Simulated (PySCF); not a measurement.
Molecule: Sn(Me)(NH2), SMILES [CH3][Sn][NH2]. Atoms near the plane z = 1.2 Å, at the PBE0/def2-SVP optimised geometry (x, y, z in Å): Sn1 (-0.8, -0.8, 0.0), C2 (1.4, -0.8, 0.0), H3 (1.8, -1.8, 0.1), H4 (1.8, -0.2, 0.8), N6 (-0.9, 1.2, 0.0), H7 (-0.1, 1.8, 0.0), H8 (-1.8, 1.7, 0.0).

Level of theory: PySCF 2.14.0 with PBE0/def2-TZVP, def2 effective core potentials past Kr. The core electrons that the potentials of Sn replace are not part of the density. The values are rescaled to run from 0 to 1.

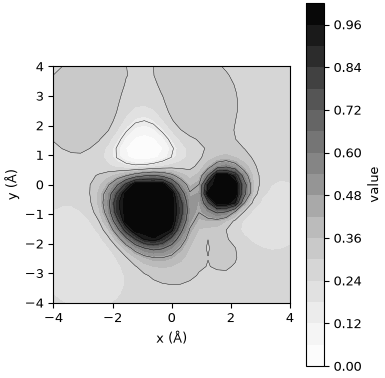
Figure: a field on the plane z = 1.2 Å.

Question: Which quantity is mapped?
(A) electrostatic potential
(B) deformation density (molecule minus spherical neutral atoms)
(C) an orbital amplitude
(D) log10 of the electron density

Answer: A, electrostatic potential. In full: electrostatic potential (hartree/e), clipped to [-0.08, 0.12].
